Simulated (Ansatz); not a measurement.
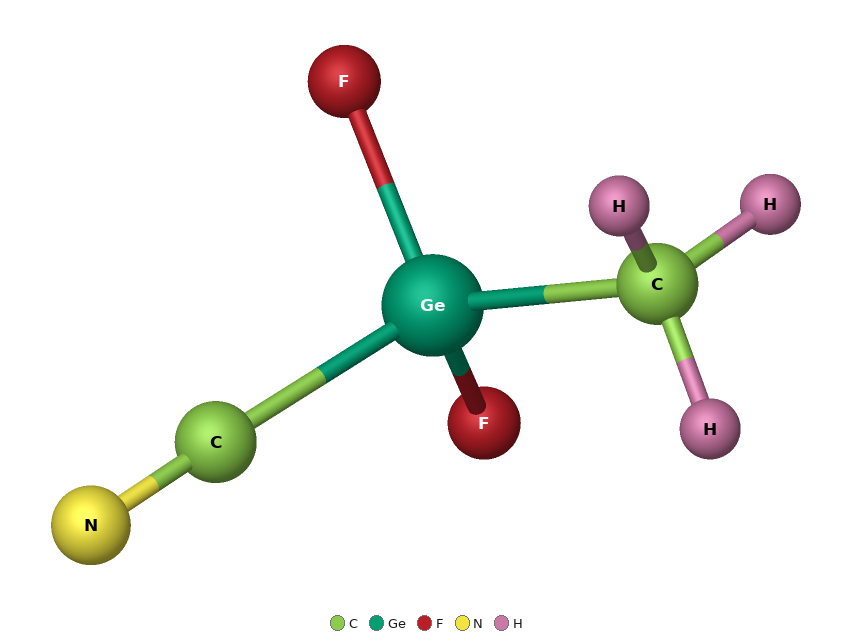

Harmonic vibrations computed with RKS PBE0-D4/def2-TZVP (Ansatz 0.2.0) at a stationary point of the same level.

**How many imaginary frequencies does it have?**

A minimum: no imaginary frequency, and the lowest mode lies at 97 cm⁻¹.

**How many vibrational modes are there, and where do they lie?**

21 modes: 97, 110, 123, 177, 216, 238, 341, 351, 495, 642, 737, 743, 826, 826, 1280, 1445, 1445, 2344, 3076, 3176, 3178 cm⁻¹.
